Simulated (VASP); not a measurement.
Band structure of NaTlO (space group P6_3mc). Calculation: PBEsol GGA, VASP's PBE PAW potentials (set 64) (plane waves; VASP).

Unless said otherwise, spin-orbit coupling is left out, though it shifts the bands of the heavy elements here.

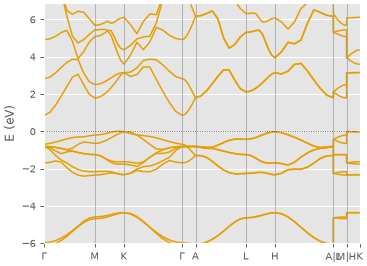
Figure: Bands along high-symmetry lines, zero at the valence-band maximum or, without a gap, the Fermi level

**Question.** Read the plot: is there a gap, and where are the band edges?

**Answer.** The gap is indirect, 0.85 eV, from the valence maximum at M-K at 0.78 to the conduction minimum at Γ. (Edges off the drawn lines would not show.)

The structure comes from a computed database's NaTlO entry (P6_3mc); how it stands against other phases isn't given here. It was relaxed first.
